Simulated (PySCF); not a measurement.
**Run report: AlF₂ (charge +1), frequency calculation**

System: AlF₂, charge +1.
Method: RKS-based PBE0, Al def2-TZVP, F def2-TZVP; non-relativistic Hamiltonian; density fitting (PySCF 2.14.0).

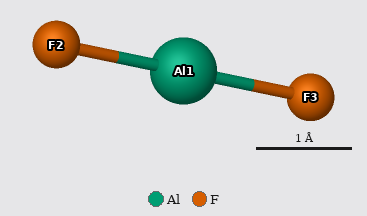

The input geometry (ball-and-stick view, seen at a tilt; atoms are numbered from 1 in the order of the input). Sticks mark near contacts. Bond lengths as drawn: Al–F 1.59 Å.

**Input file**
```python
from pyscf import gto, scf, dft
mol = gto.M(atom='''
Al     0.000000     0.000000     0.000000
F      0.000000     0.000000     1.586463
F      0.000000     0.000000    -1.586463''',
    basis={'Al': 'def2-TZVP', 'F': 'def2-TZVP'},
    charge=1, spin=0)
mf = dft.RKS(mol, xc='PBE0')
mf.grids.atom_grid = (75, 302)
aux = {'Al': 'def2-universal-JKFIT', 'F': 'def2-universal-JKFIT'}
mf = mf.density_fit(auxbasis=aux)
mf.conv_tol = 1e-09
mf.diis_space = 10
mf.max_cycle = 60
mf.verbose = 4
mf.kernel()
```

The script is an equivalent of the set-up of the self-consistent field. The run itself was carried out by a driver, which started from the orbitals of the step before it where there was one and computed the further properties.

Hardware: 2 threads of Intel Xeon (Sapphire Rapids), 64 GiB of memory available, shared host.

Launch command:
```bash
OMP_NUM_THREADS=2 python axn.py task.json out
```

**Output**
```
init E= -441.696385333938
  HOMO = -0.714039127478155  LUMO = -0.372714883373611  gap/eV = 9.28791
cycle= 1 E= -441.696385333939  delta_E= -2.27e-13  |g|= 4.43e-07  |ddm|= 3.25e-07
  HOMO = -0.714039005788156  LUMO = -0.372714846090581  gap/eV = 9.28790
Extra cycle  E= -441.696385333938  delta_E= 2.27e-13  |g|= 6.11e-07  |ddm|= 3.85e-07
converged SCF energy = -441.696385333938
```

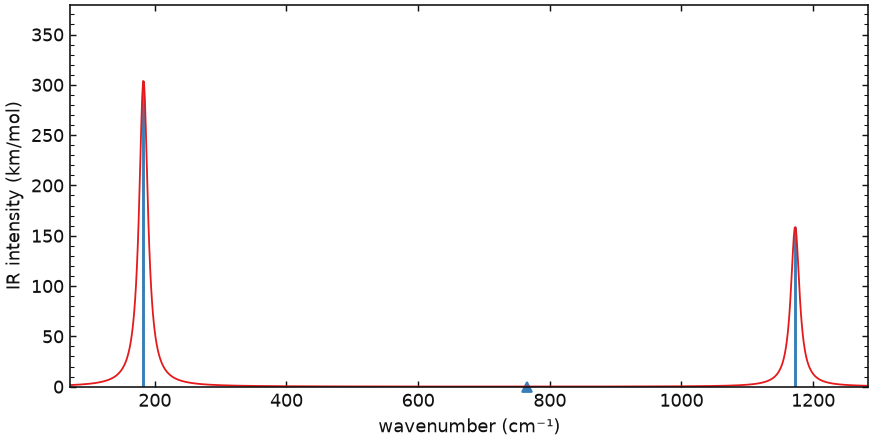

Harmonic infrared spectrum, unscaled: sticks (degenerate modes added up, dark ones marked on the axis) with a Lorentzian envelope of 16 cm⁻¹ full width, scaled to the tallest stick. 4 modes from 183 to 1173 cm⁻¹, none imaginary. The strongest line is at 183 cm⁻¹ (304 km/mol). All modes, in cm⁻¹ (km/mol): 183 (152), 183 (152), 765 (0.0), 1173 (158).

**Results in brief**

```tsv
quantity	value
outcome	converged
total energy	−441.696385 hartree
HOMO	−19.43 eV
LUMO	−10.14 eV
zero-point energy	0.005248 hartree
wavenumbers, lowest and highest	183 and 1173 cm⁻¹
wall time	9.4 s (CPU time 18 s)
peak memory	0.9 GiB
```
